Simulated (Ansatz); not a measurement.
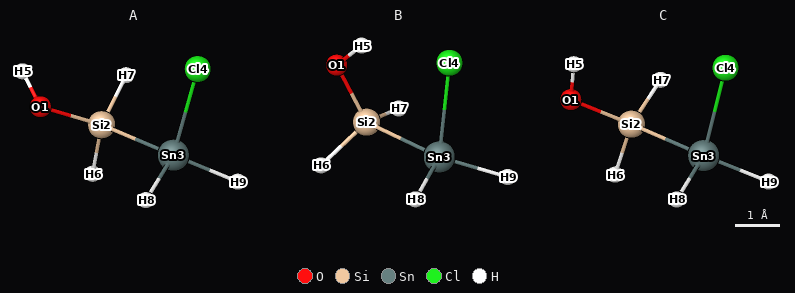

3 geometries from a converged minimum-energy path of SnSiH5OCl, shuffled. Style: ball-and-stick. Shown from a free direction.

All numbers below come from RKS PBE0/def2-SVP (Ansatz 0.2.0). Run with 7 movable images; climbing image; force threshold 0.05 eV/Å; iteration limit 60; starting path through a guess of the saddle point.

**Which frame is the transition state?**

A. In order along the path, whose images run from 0 to 8: B (image 1, 0.003 eV), C (image 5, +0.077 eV), A (image 7, +0.131 eV). The motion is a rotation about the O1–Si2 bond by about 150°, with a turn of about 65° about Si2–Sn3. No bond forms or breaks between the ends. Among the angles between lasting bonds that change up to the highest image: Si2–Sn3–Cl4 94.3° → 105.4°, Si2–Sn3–H9 120.1° → 115.0°.

Cost: 3.6 min on 2 threads of Intel(R) Xeon(R) Platinum 8488C (Sapphire Rapids), on a shared host, peak memory 0.26 GiB.
